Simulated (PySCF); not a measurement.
```yaml
atoms:
  - { symbol: C, position_ang: [-3.2465, 2.1965, -0.7023] }
  - { symbol: C, position_ang: [-2.2679, 1.6013, -0.3426] }
  - { symbol: C, position_ang: [-1.0949, 0.8994, 0.0339] }
  - { symbol: C, position_ang: [-0.8078, 0.6337, 1.3123] }
  - { symbol: C, position_ang: [-0.1960, 0.5502, -1.0765] }
  - { symbol: N, position_ang: [0.6035, -0.4149, -1.1537] }
  - { symbol: Si, position_ang: [1.1095, -1.7534, -0.2237] }
  - { symbol: P, position_ang: [2.8385, -1.0067, 1.0095] }
  - { symbol: H, position_ang: [-4.1083, 2.7158, -0.9993] }
  - { symbol: H, position_ang: [0.1159, 0.1510, 1.5854] }
  - { symbol: H, position_ang: [-1.4645, 0.9309, 2.1123] }
  - { symbol: H, position_ang: [-0.2555, 1.2247, -1.9347] }
  - { symbol: H, position_ang: [1.4957, -2.7121, -1.2597] }
  - { symbol: H, position_ang: [0.1957, -2.3713, 0.7488] }
  - { symbol: H, position_ang: [3.5477, -2.1883, 0.9276] }
  - { symbol: H, position_ang: [3.5273, -0.4480, -0.0488] }
```

Geometry: GFN2-xTB.

Level of theory: PBE0/pcSseg-1, SCF density, gas phase, non-relativistic in PySCF 2.14.0.

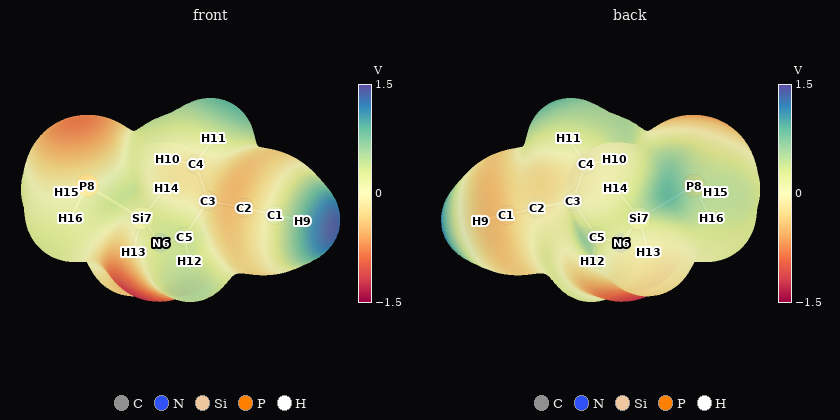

C5H8NPSi (SMILES C#CC(=C)/C=N\[SiH2]P). The electrostatic potential painted on the density surface at 0.001 e/bohr³, seen from the front and from behind; the colour scale runs from red (negative) to blue (positive).

> Where is the surface potential most negative and most positive?

The most negative region (about −1.2 V) lies over N6, the most positive (about +1.4 V) over H9. N6 is the likeliest acceptor of a hydrogen bond.
